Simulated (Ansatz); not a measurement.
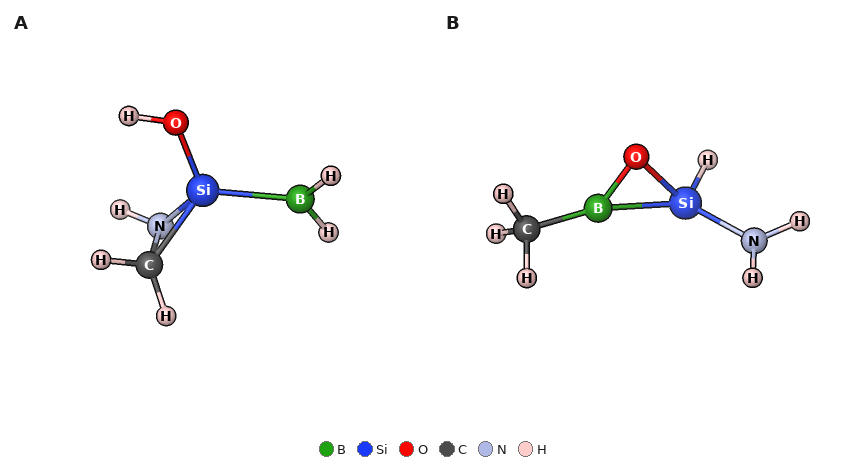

2 stationary structures of one formula. Geometries: PBE0-D4/def2-TZVP. Electronic energies: CCSD(T)/CBS (MP2 limit from def2-TZVPP and def2-QZVPP plus CCSD(T) − MP2) (Ansatz 0.2.0), without zero-point energy. No frequency run is at hand to confirm each as a minimum.

### Rank them by energy, lowest first.

B is lowest; A lies 60.1 kcal/mol above it (a minimum). A is `B[Si@]1(O)CN1`, B is `CB1O[Si@H]1N`.

Give E(B) − E(A) in kcal/mol at these levels too: RHF-CCSD(T) (frozen core)/def2-TZVPP; CCSD(T)/CBS (MP2 limit from def2-TZVPP and def2-QZVPP plus CCSD(T) − MP2); PBE-D4/def2-TZVPP; PBE0-D4/def2-TZVPP; ωB97M-V/def2-TZVPP; PBE0-D4/def2-TZVP; B2PLYP (frozen core)/def2-TZVPP; RHF-MP2 (frozen core)/def2-QZVPP.

```json
{"level": "RHF-CCSD(T) (frozen core)/def2-TZVPP", "E(B) − E(A) (kcal/mol)": "−60.3"}
{"level": "CCSD(T)/CBS (MP2 limit from def2-TZVPP and def2-QZVPP plus CCSD(T) − MP2)", "E(B) − E(A) (kcal/mol)": "−60.1"}
{"level": "PBE-D4/def2-TZVPP", "E(B) − E(A) (kcal/mol)": "−59.7"}
{"level": "PBE0-D4/def2-TZVPP", "E(B) − E(A) (kcal/mol)": "−60.0"}
{"level": "ωB97M-V/def2-TZVPP", "E(B) − E(A) (kcal/mol)": "−61.2"}
{"level": "PBE0-D4/def2-TZVP", "E(B) − E(A) (kcal/mol)": "−60.4"}
{"level": "B2PLYP (frozen core)/def2-TZVPP", "E(B) − E(A) (kcal/mol)": "−61.1"}
{"level": "RHF-MP2 (frozen core)/def2-QZVPP", "E(B) − E(A) (kcal/mol)": "−61.6"}
```
